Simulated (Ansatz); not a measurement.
ClH9HfO3Si3

The calculation's input:

```
crystal:
  periodic: [false, false, false]
  atoms:
    - {symbol: Si, position_ang: [3.233679, 0.430515, 0.756643]}
    - {symbol: O, position_ang: [1.823024, -0.173985, 0.182021]}
    - {symbol: Hf, position_ang: [0.135125, -0.839176, -0.473361]}
    - {symbol: Cl, position_ang: [0.457869, -2.877530, -1.625581]}
    - {symbol: O, position_ang: [-0.636912, 0.472921, -1.657922]}
    - {symbol: Si, position_ang: [-1.294417, 1.621893, -2.623748]}
    - {symbol: O, position_ang: [-1.055221, -1.106760, 1.020728]}
    - {symbol: Si, position_ang: [-2.062227, -1.283092, 2.301443]}
    - {symbol: H, position_ang: [3.870017, -0.561106, 1.660776]}
    - {symbol: H, position_ang: [4.148529, 0.725111, -0.375672]}
    - {symbol: H, position_ang: [2.965970, 1.682476, 1.510773]}
    - {symbol: H, position_ang: [-2.480622, 2.215158, -1.953820]}
    - {symbol: H, position_ang: [-0.292246, 2.688156, -2.881601]}
    - {symbol: H, position_ang: [-1.708950, 1.011226, -3.912218]}
    - {symbol: H, position_ang: [-2.972726, -0.111572, 2.382420]}
    - {symbol: H, position_ang: [-2.865140, -2.521310, 2.136600]}
    - {symbol: H, position_ang: [-1.265753, -1.372935, 3.552527]}
basis:
  gaussian: {orbitals: def2-TZVPP}
hamiltonian: {xc: pbe0, dispersion: d4}
output: {orbitals: {seedname: orbitals}}
```

Command:

```sh
ansatz run in.yaml --threads 4 --pin off --events-out ev --progress --plain --max-ram 46080MiB --backend cuda --devices 0, --max-vram 37GiB
```

Geometry: PBE0-D4/def2-TZVP; core potentials replace the inner electrons of Hf.

Computed with RKS PBE0-D4/def2-TZVPP in Ansatz.

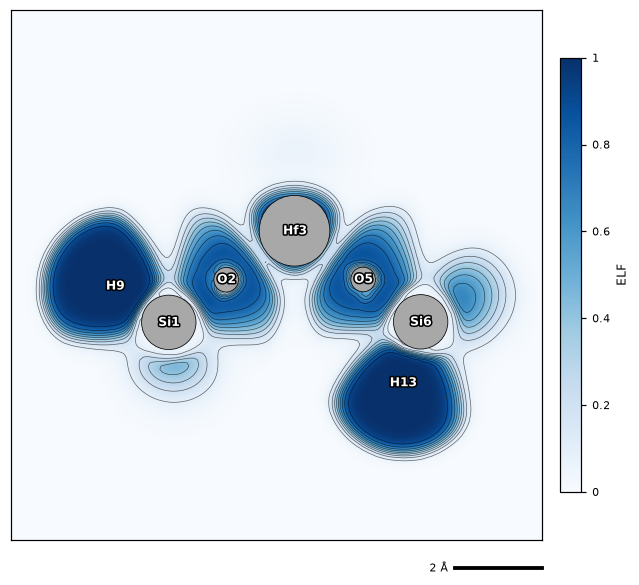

Figure 1. ELF on the plane of atoms O2, Si1 and H9. Grey discs cover the atomic cores.

### What does the map show?

- The plane passes through Si, O, Hf and H nuclei.
- Si–O (1.64 Å): the ELF peaks at about 0.85 between the atoms, as expected for a shared but strongly polarised pair.
- Hf–O (1.93 Å): the ELF peaks at about 0.80 in the valence shell of O, 0.6 Å from its nucleus, and drops to about 0.20 between the two atoms.
- Si–H (1.49 Å): the ELF climbs to about 1 towards the hydrogen, as it does in any bond to H.

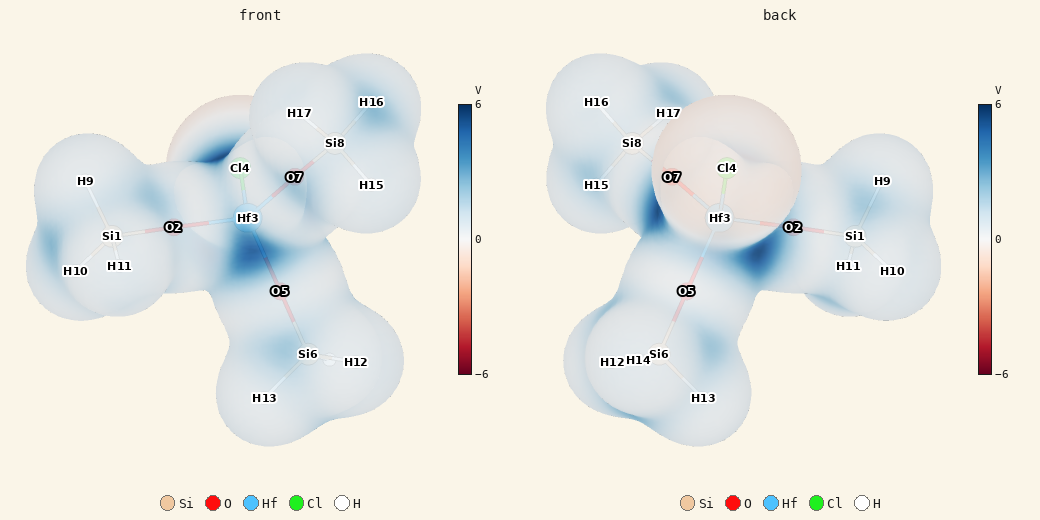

Figure 2. The electrostatic potential painted on the density surface at 0.004 e/bohr³, seen from the front and from behind; red is negative and blue positive.

### Which sites attract a positive test charge, and which a negative one?

A positive charge is drawn to the negative regions and a negative charge to the positive ones. The most negative region (about −0.4 V) lies over Cl4, the most positive (about +5.0 V) over Hf3.

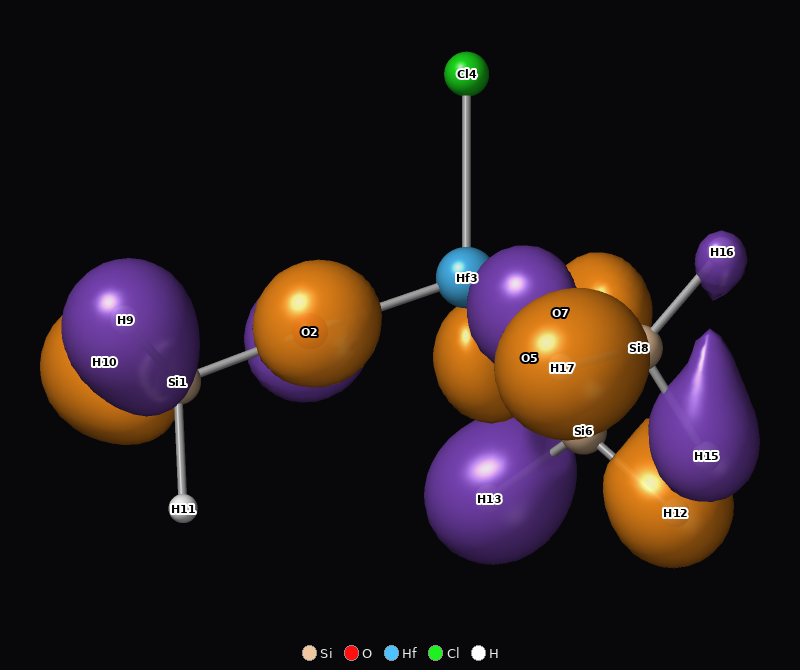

Figure 3. One frontier orbital at ±0.1 Å⁻³ᐟ² (orange and purple are the two phases), seen from one side.

### Which orbital is it: HOMO or LUMO?

The HOMO, at −8.92 eV. It lies mainly on O2 (about 15 %), O5 (about 15 %), O7 (about 10 %), Si1 (about 10 %), Si8 (about 10 %) and Si6 (about 10 %).
